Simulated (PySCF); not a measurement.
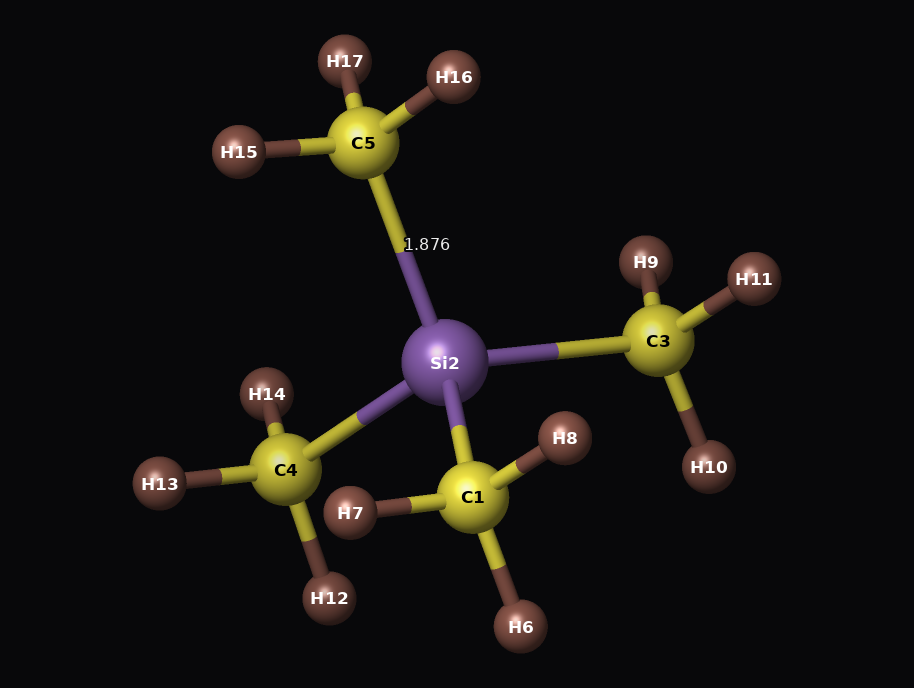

The numbers beside the sticks are distances in Å. Sticks don't show bond order. The geometry was computed by an optimisation with PBE0-D3(BJ)/def2-TZVP. No frequency run is at hand to confirm it as a minimum.

Q: Assign a bond order to each marked bond.

A: Si2–C5 single.

Q: Write the SMILES.

A: C[Si](C)(C)C
